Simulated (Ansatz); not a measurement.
Band structure of Li2S (Fm-3m, 3 atoms in the cell).

```yaml
crystal:
  lattice:
    - [0.00000, 2.83517, 2.83517]
    - [2.83517, 0.00000, 2.83517]
    - [2.83517, 2.83517, 0.00000]
  atoms:
    - { symbol: Li, position: [0.75000, 0.75000, 0.75000] }
    - { symbol: Li, position: [0.25000, 0.25000, 0.25000] }
    - { symbol: S, position: [0.00000, 0.00000, 0.00000] }
```

Computed with PBE (plane waves, PAW; Ansatz, a program for electronic structure).

Settings: kpoints.mp_grid.grid = 7 7 7; hamiltonian.xc = pbe; hamiltonian.pseudopotentials = {kind: paw} (the program's default PAW files); scf.occupations.method = fermi_dirac; scf.occupations.width = 0.02 eV; kpoints.band_path.npoints = 8.

The starting cell comes from a database of computed structures (which also holds hypothetical and non-ambient phases and stackings), without a prior relaxation at this level.

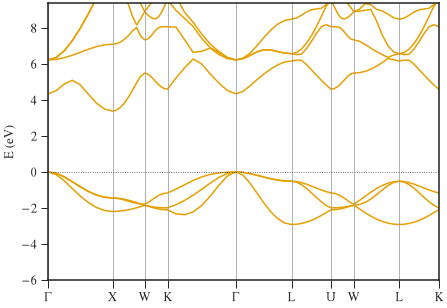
Fig. 1. Bands along the path, energies from the top of the valence band on the path.

### Question
Read off roughly the gap and where its edges lie.

### Answer
The gap along the path is about 3.4 eV (computed: 3.38 eV), from Γ to X; the smallest direct gap on it is 4.34 eV.

Levels in eV from the top of the valence band on the path, bands 3 to 9:
| point | 3 | 4 | 5 | 6 | 7 | 8 | 9 |
|---|---|---|---|---|---|---|---|
| Γ | -11.06 | 0.00 | 0.00 | 0.00 | 4.34 | 6.23 | 6.23 |
| X | -10.49 | -2.20 | -1.45 | -1.45 | 3.38 | 7.10 | 11.20 |
| W | -10.48 | -1.85 | -1.85 | -1.79 | 5.49 | 7.34 | 8.91 |
| K | -10.49 | -2.11 | -2.00 | -1.17 | 4.60 | 8.07 | 9.56 |
| L | -10.62 | -2.92 | -0.52 | -0.52 | 6.16 | 6.57 | 6.57 |
| U | -10.49 | -2.11 | -2.00 | -1.17 | 4.60 | 8.07 | 9.56 |

Keys are those of Ansatz 0.2.
